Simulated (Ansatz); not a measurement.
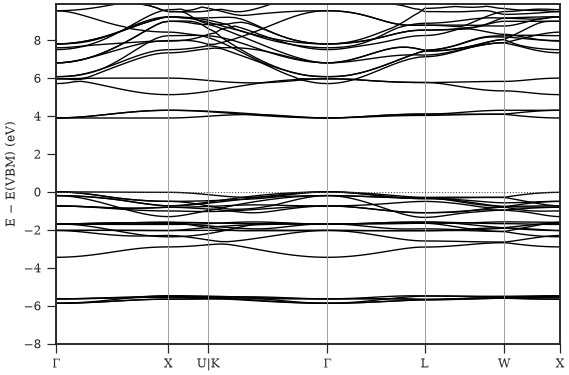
Band structure from LDA in the plane-wave PAW code Ansatz

**Question.** Read off the gap and where the band edges lie.

**Answer.** About 3.9 eV (3.90 eV by a search for the band edges); maximum at Γ, minimum on the Γ–X line, 56 % of the way from Γ.

**Question.** Which compound is it?
(A) Cs2NaScCl6, Fm-3m (Cs on 8c, Na on 4b, Sc on 4a, Cl on 24e)
(B) ZnS, zinc blende
(C) MgO, rock salt

**Answer.** A, Cs2NaScCl6, Fm-3m (Cs on 8c, Na on 4b, Sc on 4a, Cl on 24e)

The workflow started from a Materials Project entry (that database holds measured and hypothetical structures alike); the Crystallography Open Database copy checked does not list it. Its standing as an ambient phase is unchecked. The LDA relaxation kept the symmetry of its start; phonons on a q-mesh show no instability. No spin polarisation was allowed. Spin–orbit coupling is left out wherever it is not named.

Potentials: the later of the program's two PAW sets.
